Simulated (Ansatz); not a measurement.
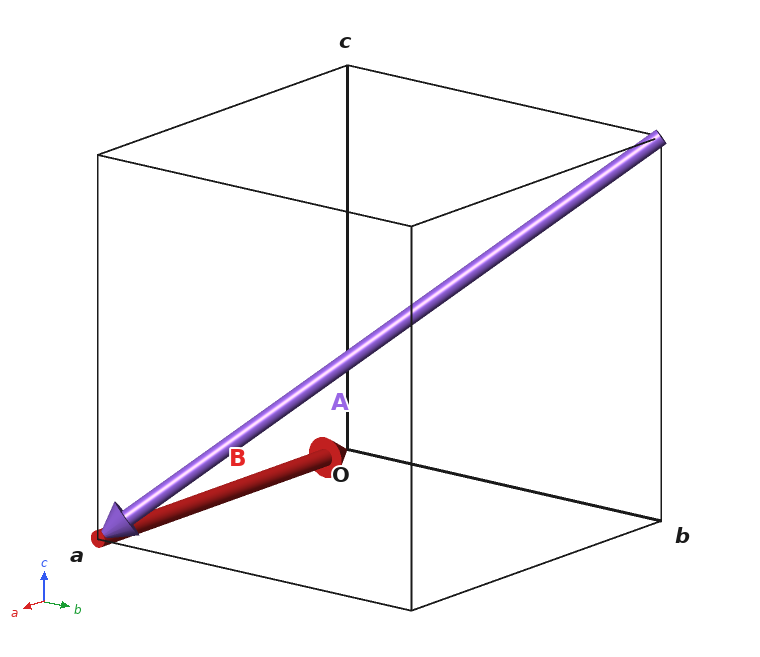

Crystal: RbCdI3, coordinates from a relaxation with DFT, PBEsol, plane waves, PAW in Ansatz 0.2.0; the starting structure was generated, so it need not be a known form of this composition. Each arrow starts at a corner of the unit cell and ends on its surface; where a tip isn't a corner, dashed lines run from it parallel to the axes. All values are computed from the atomic coordinates in the standard setting (tolerance 0.002 Å).

a = 5.873 Å, b = 5.873 Å, c = 5.873 Å, α = 90.00°, β = 90.00°, γ = 90.00°.

Q: Which lattice directions are drawn?

A: Arrow A runs from (0, 1, 1) to (1, 0, 0), so [1 −1 −1]; Arrow B runs from (1, 0, 0) to (0, 0, 0), so [−1 0 0].

Q: How long is the vector ua + vb + wc in each case, and what angles do the directions make?

A: A 10.173 Å; B 5.873 Å. A–B: 125.3°.
